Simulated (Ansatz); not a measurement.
# F$_{5}$HW···H$_{2}$: what the fields show

The calculation's input:

```
crystal:
  periodic: [false, false, false]
  atoms:
    - { symbol: W, position_ang: [0.0, 0.0, 0.0] }
    - { symbol: F, position_ang: [0.0, 0.0, 2.2] }
    - { symbol: F, position_ang: [1.85, 0.0, 0.0] }
    - { symbol: H, position_ang: [0.0, 1.72, 0.0] }
    - { symbol: F, position_ang: [-1.85, 0.0, 0.0] }
    - { symbol: F, position_ang: [0.0, -1.85, 0.0] }
    - { symbol: F, position_ang: [0.0, 0.0, -1.85] }
    - { symbol: H, position_ang: [1.3231, -1.3871, 0.637] }
    - { symbol: H, position_ang: [0.9736, -1.0208, 1.6302] }
basis:
  gaussian: { orbitals: def2-SVP }
hamiltonian:
  xc: b3lyp
relax:
  f_tol: 0.15
  max_steps: 25
  restrain:
    - { distance: [0, 7], at: 2.92, k: 30.0 }
    - { distance: [8, 1], at: 2.12, k: 30.0 }
    - { distance: [0, 1], at: 1.85, k: 30.0 }
    - { distance: [8, 7], at: 0.66, k: 30.0 }
output:
  orbitals: {}
```

Command:

```sh
ansatz run input.yaml --threads 4 --pin off --max-ram 5120MiB --backend cpu --events-out ev --progress --plain --runs-dir out
```

The fields are those of the run's last geometry, not of the input's.

Core potentials replace the inner electrons of W; not at a stationary point (largest force 1.8 eV/Å).

The calculation used RKS B3LYP/def2-SVP (Ansatz 0.2.0).

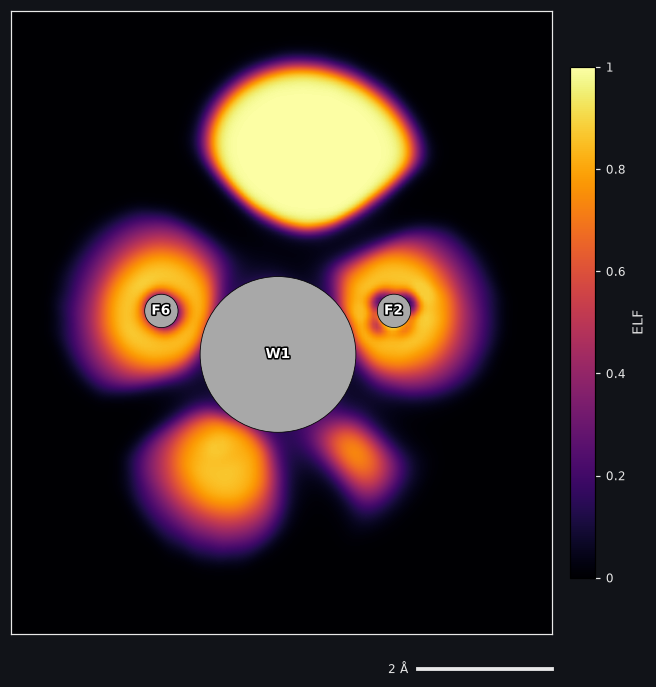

Figure 1. ELF on the plane of atoms F2, W1 and F6. Grey discs cover the atomic cores.

What does the map show?

Answer. The section cuts through W and F sites. W–F (1.86 Å): the ELF peaks at about 0.85 in the valence shell of F, 0.5 Å from its nucleus, and drops to about 0.25 between the two atoms.

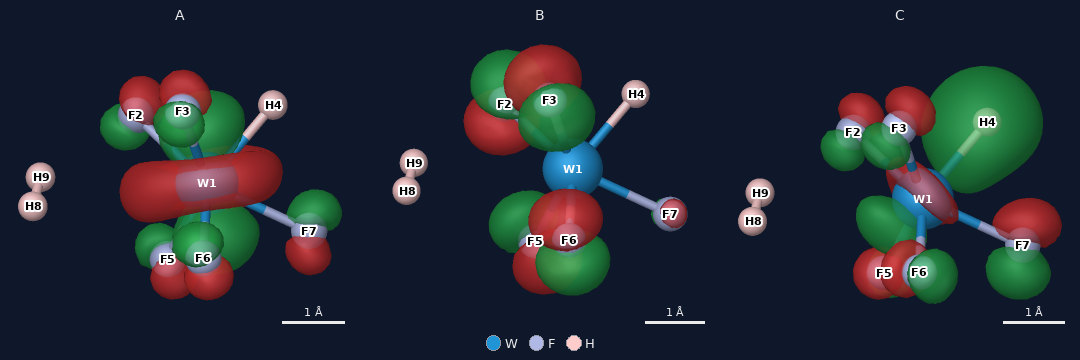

Figure 2. Three frontier orbitals at ±0.15 Å⁻³ᐟ² (green and red are the two phases), in no order.

Order the three orbitals by energy and name them.

Answer. B is the HOMO−1 (−11.64 eV). It lies mainly on F3 (about 30 %), F2 (about 25 %), F6 (about 25 %) and F5 (about 20 %); largely a combination of lone pairs on F3, F2, F6 and F5. C is the HOMO (−10.08 eV). Its weight (Hirshfeld) is mainly on H4 (about 35 %), W1 (about 30 %), F7 (about 15 %), F6 (about 5 %) and F3 (about 5 %). A is the LUMO (−4.62 eV). Its weight (Hirshfeld) is mainly on W1 (about 70 %), F3 (about 5 %) and F7 (about 5 %).

What is the HOMO–LUMO gap?

Answer. 5.46 eV between the orbital energies.

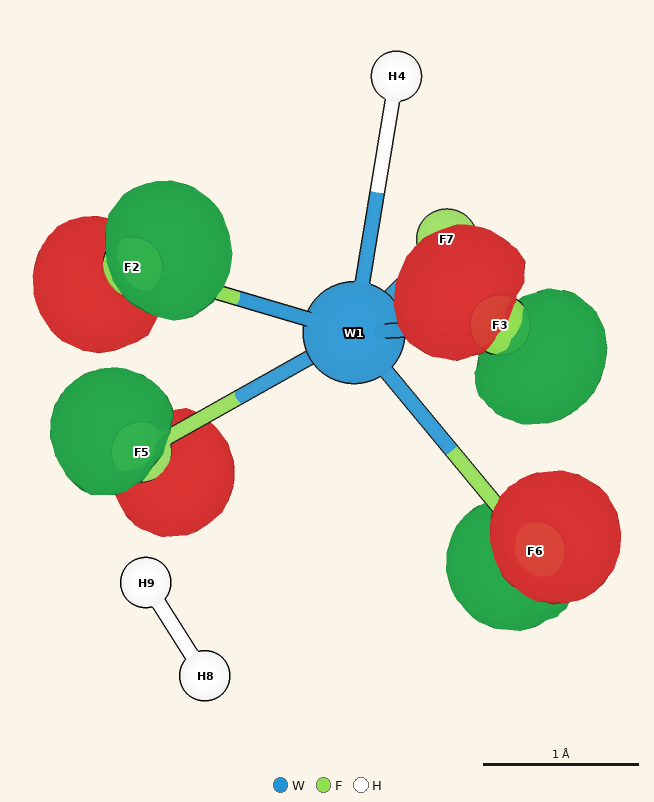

Figure 3. The HOMO−1 at ±0.3 Å⁻³ᐟ² (green and red are the two phases), seen at an oblique angle.

Describe this orbital and give its energy.

Answer. Its weight (Hirshfeld) is mainly on F3 (about 30 %), F2 (about 25 %), F6 (about 25 %) and F5 (about 20 %); largely a combination of lone pairs on F3, F2, F6 and F5. Its energy is −11.64 eV.
